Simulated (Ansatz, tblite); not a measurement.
**MoS2Cl2: removing and adding an electron**

Aim: the energy of removing and adding an electron for MoS2Cl2, by energy differences, and how well orbital energies stand in for it.

Computed with Ansatz 0.2.0, Gaussian basis. Level: as each input shows.

The runs, in order: charge +1 doublet, at the geometry of the singlet (PBE0-D4/def2-TZVP, PBE-D4/def2-TZVP, r2SCAN-D4/def2-TZVP); charge -1 doublet, at the geometry of the singlet (PBE0-D4/def2-TZVPD, PBE-D4/def2-TZVPD, r2SCAN-D4/def2-TZVPD); the starting singlet's energies come from earlier runs.

3 further runs of the same task are left out: 1 that didn't finish, 2 set aside as unsound or not needed. Runs told in other sessions of the task aren't counted.

## Step 1: The structure

The geometry is that of the singlet, from an earlier relaxation (B3LYP-D4/def2-SVP).

5 atoms, charge 0, spin multiplicity 1.

Atoms are counted from 1 here; the program's logs count them from 0.

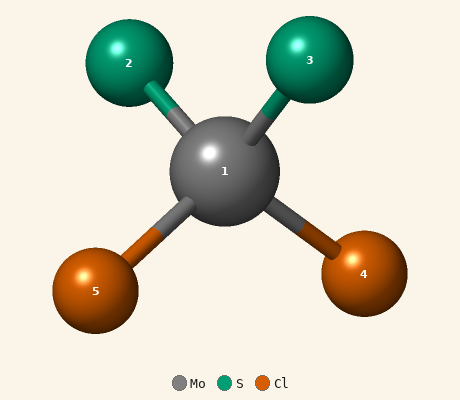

The structure; molybdenum grey, sulfur teal, chlorine orange; atoms are numbered from 1 in the order of the file.

Formally the metal is d0. Mo takes a core potential in the def2 sets. No spin-orbit coupling is included.

## Step 2: Charge +1 doublet at the fixed geometry, first pass, PBE0-D4/def2-SVP

Input file in.yaml:

```yaml
crystal:
  periodic: [false, false, false]
  atoms:
    - {symbol: Mo, position_ang: [0.003421, -0.000046, 0.002388]}
    - {symbol: S, position_ang: [0.040549, -0.016157, 2.107449]}
    - {symbol: S, position_ang: [1.994751, 0.012919, -0.681224]}
    - {symbol: Cl, position_ang: [-1.026542, 1.887332, -0.699636]}
    - {symbol: Cl, position_ang: [-1.012180, -1.884058, -0.728977]}
basis:
  gaussian: {orbitals: def2-SVP}
total_charge: 1
magnetization: {spin_polarized: true, initial_magnetization: 1}
hamiltonian: {xc: pbe0, dispersion: d4}
output: {orbitals: {seedname: orbitals}}
```

The run is started by

```sh
ansatz run in.yaml --threads 4 --pin off --events-out ev --progress --plain --max-ram 3916MiB
```

The program printed:

```text
Functional definition: PBE0
  name "PBE0"
  cite "Adamo & Barone, J. Chem. Phys. 110, 6158 (1999) doi:10.1063/1.478522"
  cite "Perdew, Burke & Ernzerhof, Phys. Rev. Lett. 77, 3865 (1996) doi:10.1103/PhysRevLett.77.3865"
  parent pbe
  parameter a = 0.25
  parameter kappa = 0.804
  parameter beta = 0.06672455060314922
  exchange = (1 - a)*pbe_x(kappa = kappa, mu = beta*pi^2/3) + a*exact_x
  correlation = pbe_c(beta = beta)
959 factors; integrals over basis functions are off by at most 1.1e-3 eV
mean field evaluation 1: about -48531.8988 eV, gradient 3.0e1 eV
mean field evaluation 2: about -48494.3580 eV, gradient 7.9e1 eV
mean field evaluation 4: about -48536.2203 eV, gradient 5.7e0 eV
mean field evaluation 8: about -48536.5517 eV, gradient 4.6e-1 eV
mean field evaluation 16: about -48536.5561 eV, gradient 6.5e-3 eV
mean field -48536.55610092 eV, -1783.6855374496 hartree, gradient 7.0e-5 eV, S^2 0.825572; 2 other end points of the search recorded, 0 dependent functions left out
reference -48536.55614606 eV, -1783.6855391085 hartree; 40, 39 occupied and 63, 64 virtual orbitals, 959 factors
Total energy: -48536.80262340 eV, -1783.6945969835 hartree
```

It took 1.4 s on 4 threads of AMD EPYC 9B45, shared host.

HOMO -14.02 eV, LUMO -11.45 eV (over both spins); ⟨S²⟩ 0.826 (pure: 0.75).

## Step 3: Charge +1 doublet at the fixed geometry, PBE0-D4/def2-TZVP

start.molden holds the orbitals of an earlier run on this state, given as this run's starting guess.

in.yaml: that of step 2 with these lines changed.

```diff
@@ -9,3 +9,3 @@
 basis:
-  gaussian: {orbitals: def2-SVP}
+  gaussian: {orbitals: def2-TZVP, initial_orbitals: start.molden}
 total_charge: 1
@@ -13,2 +13,3 @@
 hamiltonian: {xc: pbe0, dispersion: d4}
+scf: {omitted_lower_state_checks: [starts]}
 output: {orbitals: {seedname: orbitals}}
```

Same command.

The program printed:

```text
Functional definition: PBE0
  name "PBE0"
  cite "Adamo & Barone, J. Chem. Phys. 110, 6158 (1999) doi:10.1063/1.478522"
  cite "Perdew, Burke & Ernzerhof, Phys. Rev. Lett. 77, 3865 (1996) doi:10.1103/PhysRevLett.77.3865"
  parent pbe
  parameter a = 0.25
  parameter kappa = 0.804
  parameter beta = 0.06672455060314922
  exchange = (1 - a)*pbe_x(kappa = kappa, mu = beta*pi^2/3) + a*exact_x
  correlation = pbe_c(beta = beta)
these checks for a lower state are left out or cut short: starts
1456 factors; their error is unknown
mean field evaluation 1: about -48550.0844 eV, gradient 1.3e2 eV
mean field evaluation 2: about -48553.1073 eV, gradient 4.2e0 eV
mean field evaluation 4: about -48553.3668 eV, gradient 2.0e-1 eV
mean field evaluation 8: about -48553.3669 eV, gradient 2.7e-5 eV
mean field -48553.36692669 eV, -1784.3033239019 hartree, gradient 2.7e-5 eV, S^2 0.828950; 0 other end points of the search recorded, 0 dependent functions left out
reference -48553.36696240 eV, -1784.3033252139 hartree; 40, 39 occupied and 148, 149 virtual orbitals, 1456 factors
Total energy: -48553.61343973 eV, -1784.3123830889 hartree
Checks for a lower state left out: starts
```

It took 2.4 s on 4 threads of AMD EPYC 9B45, shared host; peak memory 0.84 GiB.

From the report: HOMO -13.86 eV, LUMO -11.20 eV (over both spins); ⟨S²⟩ 0.829 (pure: 0.75).

## Step 4: Charge +1 doublet at the fixed geometry, PBE-D4/def2-TZVP

in.yaml: that of step 3 with these lines changed.

```diff
@@ -12,3 +12,3 @@
 magnetization: {spin_polarized: true, initial_magnetization: 1}
-hamiltonian: {xc: pbe0, dispersion: d4}
+hamiltonian: {xc: pbe, dispersion: d4}
 scf: {omitted_lower_state_checks: [starts]}
```

Same command.

The program printed:

```text
Functional definition: PBE
  name "PBE"
  cite "Perdew, Burke & Ernzerhof, Phys. Rev. Lett. 77, 3865 (1996) doi:10.1103/PhysRevLett.77.3865"
  parent pbe
  parameter kappa = 0.804
  parameter beta = 0.06672455060314922
  exchange = pbe_x(kappa = kappa, mu = beta*pi^2/3)
  correlation = pbe_c(beta = beta)
these checks for a lower state are left out or cut short: starts
1342 factors; their error is unknown
mean field evaluation 1: about -48551.7593 eV, gradient 1.1e1 eV
mean field evaluation 2: about -48551.9501 eV, gradient 3.8e-1 eV
mean field evaluation 4: about -48551.9426 eV, gradient 5.4e-2 eV
mean field evaluation 8: about -48551.9426 eV, gradient 2.4e-5 eV
mean field -48551.94261193 eV, -1784.2509812997 hartree, gradient 2.4e-5 eV, S^2 0.769999; 0 other end points of the search recorded, 0 dependent functions left out
reference -48551.94265958 eV, -1784.2509830508 hartree; 40, 39 occupied and 148, 149 virtual orbitals, 1342 factors
Total energy: -48552.22603953 eV, -1784.2613970718 hartree
Checks for a lower state left out: starts
```

It took 1.4 s on 4 threads of AMD EPYC 9B45, shared host.

HOMO -12.70 eV, LUMO -11.99 eV (over both spins); ⟨S²⟩ 0.770 (pure: 0.75).

## Step 5: Charge +1 doublet at the fixed geometry, r2SCAN-D4/def2-TZVP

in.yaml: that of step 4 with these lines changed.

```diff
@@ -12,3 +12,3 @@
 magnetization: {spin_polarized: true, initial_magnetization: 1}
-hamiltonian: {xc: pbe, dispersion: d4}
+hamiltonian: {xc: r2scan, dispersion: d4}
 scf: {omitted_lower_state_checks: [starts]}
```

Launched as before.

The program printed:

```text
Functional definition: r2SCAN
  name "r2SCAN"
  cite "Furness, Kaplan, Ning, Perdew & Sun, J. Phys. Chem. Lett. 11, 8208 (2020) doi:10.1021/acs.jpclett.0c02405"
  cite "Furness, Kaplan, Ning, Perdew & Sun, J. Phys. Chem. Lett. 11, 9248 (2020) doi:10.1021/acs.jpclett.0c03077"
  parent r2scan
  parameter k0 = 0.174
  parameter k1 = 0.065
  parameter a1 = 4.9479
  exchange = r2scan_x(k0 = k0, k1 = k1, a1 = a1)
  correlation = r2scan_c
these checks for a lower state are left out or cut short: starts
1342 factors; their error is unknown
mean field evaluation 1: about -48568.0759 eV, gradient 8.3e0 eV
mean field evaluation 2: about -48568.1509 eV, gradient 1.6e-1 eV
mean field evaluation 4: about -48568.1362 eV, gradient 4.1e-3 eV
mean field -48568.13618876 eV, -1784.8460842720 hartree, gradient 5.5e-5 eV, S^2 0.800058; 0 other end points of the search recorded, 0 dependent functions left out
reference -48568.13620340 eV, -1784.8460848098 hartree; 40, 39 occupied and 148, 149 virtual orbitals, 1342 factors
Total energy: -48568.19787167 eV, -1784.8483510769 hartree
Checks for a lower state left out: starts
```

Run time: 3 s. Hardware: 4 threads of AMD EPYC 9B45, shared host.

Report: HOMO -13.00 eV, LUMO -11.90 eV (over both spins); ⟨S²⟩ 0.800 (pure: 0.75).

## Step 6: Vertical ionisation energy

Charged state less starting state, singlet to doublet; the starting state's energies are those of its earlier runs.

| level | vertical ionisation energy (eV) | time |
| --- | --- | --- |
| PBE-D4/def2-TZVP | +9.37 | 2.2 s |
| r2SCAN-D4/def2-TZVP | +9.49 | 4.7 s |
| PBE0-D4/def2-TZVP | +9.54 | 4 s |

Times add the two runs; a level without a time comes out of a correlated run.

Beside −ε(HOMO) of the starting state:

| level | −ε(HOMO) (eV) | by difference (eV) | mismatch (eV) |
| --- | --- | --- | --- |
| PBE-D4/def2-TZVP | 6.70 | 9.37 | -2.67 |
| r2SCAN-D4/def2-TZVP | 6.99 | 9.49 | -2.51 |
| PBE0-D4/def2-TZVP | 7.82 | 9.54 | -1.72 |

## Step 7: Charge -1 doublet at the fixed geometry, first pass, PBE0-D4/def2-SVP

in.yaml: that of step 5 with these lines changed.

```diff
@@ -9,7 +9,6 @@
 basis:
-  gaussian: {orbitals: def2-TZVP, initial_orbitals: start.molden}
-total_charge: 1
+  gaussian: {orbitals: def2-SVP}
+total_charge: -1
 magnetization: {spin_polarized: true, initial_magnetization: 1}
-hamiltonian: {xc: r2scan, dispersion: d4}
-scf: {omitted_lower_state_checks: [starts]}
+hamiltonian: {xc: pbe0, dispersion: d4}
 output: {orbitals: {seedname: orbitals}}
```

Same command.

The program printed, shortened:

```text
Functional definition: PBE0
  name "PBE0"
  cite "Adamo & Barone, J. Chem. Phys. 110, 6158 (1999) doi:10.1063/1.478522"
  cite "Perdew, Burke & Ernzerhof, Phys. Rev. Lett. 77, 3865 (1996) doi:10.1103/PhysRevLett.77.3865"
  parent pbe
[...]
959 factors; integrals over basis functions are off by at most 1.1e-3 eV
[...]
mean field -48548.70331200 eV, -1784.1319392231 hartree, gradient 1.9e-5 eV, S^2 0.761696; 4 other end points of the search recorded, 0 dependent functions left out
reference -48548.70336008 eV, -1784.1319409897 hartree; 41, 40 occupied and 62, 63 virtual orbitals, 959 factors
Total energy: -48548.97962230 eV, -1784.1420934391 hartree
```

Run time: 1.8 s. Hardware: 4 threads of AMD EPYC 9B45, shared host.

From the report: HOMO -0.79 eV, LUMO 1.70 eV (over both spins); ⟨S²⟩ 0.762 (pure: 0.75).

## Step 8: Charge -1 doublet at the fixed geometry, PBE0-D4/def2-TZVPD

in.yaml: that of step 7 with these lines changed.

```diff
@@ -9,3 +9,3 @@
 basis:
-  gaussian: {orbitals: def2-SVP}
+  gaussian: {orbitals: def2-TZVPD, initial_orbitals: start.molden}
 total_charge: -1
@@ -13,2 +13,3 @@
 hamiltonian: {xc: pbe0, dispersion: d4}
+scf: {omitted_lower_state_checks: [starts]}
 output: {orbitals: {seedname: orbitals}}
```

Launched as before.

The program printed:

```text
Functional definition: PBE0
  name "PBE0"
  cite "Adamo & Barone, J. Chem. Phys. 110, 6158 (1999) doi:10.1063/1.478522"
  cite "Perdew, Burke & Ernzerhof, Phys. Rev. Lett. 77, 3865 (1996) doi:10.1103/PhysRevLett.77.3865"
  parent pbe
  parameter a = 0.25
  parameter kappa = 0.804
  parameter beta = 0.06672455060314922
  exchange = (1 - a)*pbe_x(kappa = kappa, mu = beta*pi^2/3) + a*exact_x
  correlation = pbe_c(beta = beta)
these checks for a lower state are left out or cut short: starts
1624 factors; their error is unknown
mean field evaluation 1: about -48561.8722 eV, gradient 1.3e2 eV
mean field evaluation 2: about -48565.1361 eV, gradient 5.1e0 eV
mean field evaluation 4: about -48565.4298 eV, gradient 4.9e-3 eV
mean field evaluation 8: about -48565.6002 eV, gradient 2.5e-5 eV
mean field -48565.60024204 eV, -1784.7528899487 hartree, gradient 9.0e-6 eV, S^2 0.762791; 0 other end points of the search recorded, 0 dependent functions left out
reference -48565.60029510 eV, -1784.7528918988 hartree; 41, 40 occupied and 183, 184 virtual orbitals, 1624 factors
Total energy: -48565.87655732 eV, -1784.7630443482 hartree
Checks for a lower state left out: starts
```

Wall time 6 s (4 threads of AMD EPYC 9B45, shared host); peak memory 0.94 GiB.

From the report: HOMO -1.18 eV, LUMO 1.21 eV (over both spins); ⟨S²⟩ 0.763 (pure: 0.75).

## Step 9: Charge -1 doublet at the fixed geometry, PBE-D4/def2-TZVPD

in.yaml: that of step 8 with these lines changed.

```diff
@@ -12,3 +12,3 @@
 magnetization: {spin_polarized: true, initial_magnetization: 1}
-hamiltonian: {xc: pbe0, dispersion: d4}
+hamiltonian: {xc: pbe, dispersion: d4}
 scf: {omitted_lower_state_checks: [starts]}
```

Launched as before.

The program printed:

```text
Functional definition: PBE
  name "PBE"
  cite "Perdew, Burke & Ernzerhof, Phys. Rev. Lett. 77, 3865 (1996) doi:10.1103/PhysRevLett.77.3865"
  parent pbe
  parameter kappa = 0.804
  parameter beta = 0.06672455060314922
  exchange = pbe_x(kappa = kappa, mu = beta*pi^2/3)
  correlation = pbe_c(beta = beta)
these checks for a lower state are left out or cut short: starts
1454 factors; their error is unknown
mean field evaluation 1: about -48563.4341 eV, gradient 1.1e1 eV
mean field evaluation 2: about -48563.5963 eV, gradient 2.8e-1 eV
mean field evaluation 4: about -48563.5790 eV, gradient 5.6e-2 eV
mean field evaluation 8: about -48563.5790 eV, gradient 2.5e-5 eV
mean field -48563.57899642 eV, -1784.6786105422 hartree, gradient 4.5e-6 eV, S^2 0.755584; 0 other end points of the search recorded, 0 dependent functions left out
reference -48563.57906123 eV, -1784.6786129240 hartree; 41, 40 occupied and 183, 184 virtual orbitals, 1454 factors
Total energy: -48563.89636969 eV, -1784.6902737948 hartree
Checks for a lower state left out: starts
```

Run time: 2.1 s. Hardware: 4 threads of AMD EPYC 9B45, shared host.

Report: HOMO 0.25 eV, LUMO 0.58 eV (over both spins); ⟨S²⟩ 0.756 (pure: 0.75). Doubts: highest occupied level lies above zero.

## Step 10: Charge -1 doublet at the fixed geometry, r2SCAN-D4/def2-TZVPD

in.yaml: that of step 9 with these lines changed.

```diff
@@ -12,3 +12,3 @@
 magnetization: {spin_polarized: true, initial_magnetization: 1}
-hamiltonian: {xc: pbe, dispersion: d4}
+hamiltonian: {xc: r2scan, dispersion: d4}
 scf: {omitted_lower_state_checks: [starts]}
```

Same command.

The program printed:

```text
Functional definition: r2SCAN
  name "r2SCAN"
  cite "Furness, Kaplan, Ning, Perdew & Sun, J. Phys. Chem. Lett. 11, 8208 (2020) doi:10.1021/acs.jpclett.0c02405"
  cite "Furness, Kaplan, Ning, Perdew & Sun, J. Phys. Chem. Lett. 11, 9248 (2020) doi:10.1021/acs.jpclett.0c03077"
  parent r2scan
  parameter k0 = 0.174
  parameter k1 = 0.065
  parameter a1 = 4.9479
  exchange = r2scan_x(k0 = k0, k1 = k1, a1 = a1)
  correlation = r2scan_c
these checks for a lower state are left out or cut short: starts
1454 factors; their error is unknown
mean field evaluation 1: about -48580.0527 eV, gradient 8.2e0 eV
mean field evaluation 2: about -48580.1140 eV, gradient 1.1e-1 eV
mean field evaluation 4: about -48580.0922 eV, gradient 4.8e-4 eV
mean field evaluation 8: about -48580.0922 eV, gradient 1.7e-5 eV
mean field -48580.09215221 eV, -1785.2854578247 hartree, gradient 1.4e-5 eV, S^2 0.763095; 0 other end points of the search recorded, 0 dependent functions left out
reference -48580.09219862 eV, -1785.2854595302 hartree; 41, 40 occupied and 183, 184 virtual orbitals, 1454 factors
Total energy: -48580.16159152 eV, -1785.2880096720 hartree
Checks for a lower state left out: starts
```

Run time: 4.4 s. Hardware: 4 threads of AMD EPYC 9B45, shared host; peak memory 0.56 GiB.

Report: HOMO -0.07 eV, LUMO 0.52 eV (over both spins); ⟨S²⟩ 0.763 (pure: 0.75).

## Step 11: Vertical electron affinity

Starting state less charged state (positive: the electron is bound), singlet to doublet; the starting state's energies are those of its earlier runs.

| level | vertical electron affinity (eV) | time |
| --- | --- | --- |
| PBE-D4/def2-TZVPD | +2.25 | 3.2 s |
| r2SCAN-D4/def2-TZVPD | +2.44 | 6.5 s |
| PBE0-D4/def2-TZVPD | +2.69 | 7.7 s |

Times add the two runs; a level without a time comes out of a correlated run.

Beside −ε(LUMO) of the starting state:

| level | −ε(LUMO) (eV) | by difference (eV) | mismatch (eV) |
| --- | --- | --- | --- |
| PBE-D4/def2-TZVPD | 4.74 | 2.25 | +2.49 |
| r2SCAN-D4/def2-TZVPD | 4.78 | 2.44 | +2.34 |
| PBE0-D4/def2-TZVPD | 4.14 | 2.69 | +1.45 |

## Step 12: Results

```
                                             quantity                               value
 vertical ionisation energy, functionals in def2-TZVP  9.37 (PBE-D4) to 9.54 eV (PBE0-D4)
vertical electron affinity, functionals in def2-TZVPD  2.25 (PBE-D4) to 2.69 eV (PBE0-D4)
```

In words: The vertical ionisation energy spans 9.37 to 9.54 eV over the functionals. −ε(HOMO) misses the level's own difference by -1.72 eV at best (PBE0-D4) and -2.67 eV at worst (PBE-D4). The vertical electron affinity spans 2.25 to 2.69 eV over the functionals. −ε(LUMO) misses the level's own difference by +1.45 eV at best (PBE0-D4) and +2.49 eV at worst (PBE-D4). The charged states' spins were chosen beforehand and needn't be their lowest.

The anion's highest level is positive in at least one run, so there the basis alone may hold the extra electron.
